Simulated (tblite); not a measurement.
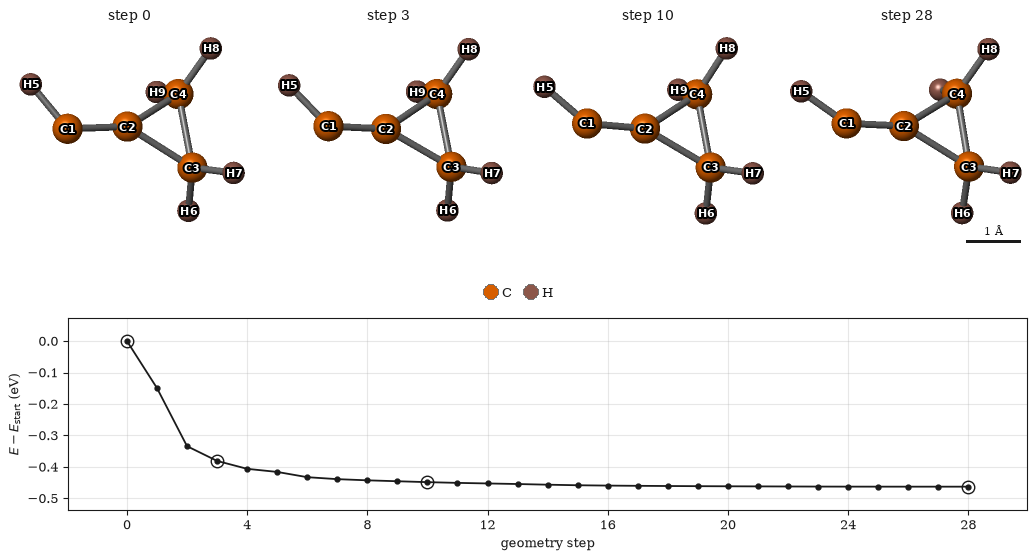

Frames of a relaxation of C$_{4}$H$_{5}$ (multiplicity 2), marked on the history of the run. Style: ball-and-stick. Shown at a tilt.

All numbers below come from GFN2-xTB geometry optimisation, gas phase in tblite. 

Describe the path.

Answer. The energy falls by 0.463 eV in 28 geometry steps. H5 moves most after the best rigid fit: 0.23 Å. By element the largest moves are H 0.23 Å, C 0.15 Å. Some distances before and after: C1–C2 1.344 → 1.262 Å, C4–H9 1.122 → 1.080 Å, C3–H6 1.106 → 1.081 Å, C2–C4 1.489 → 1.515 Å. Bond angles that change, for instance: C2–C1–H5 119.5° → 144.0°, C4–C3–H6 112.6° → 118.5°, C1–C2–C3 143.8° → 148.4°. The run took 0.07 s on 1 thread of Arm Neoverse V2, on a shared host. From step 0 to 3: C1 moves most (0.08 Å), energy −0.381 eV. From step 3 to 10: H5 moves most (0.10 Å), energy −0.067 eV. From step 10 to 28: H5 moves most (0.11 Å), energy −0.014 eV.
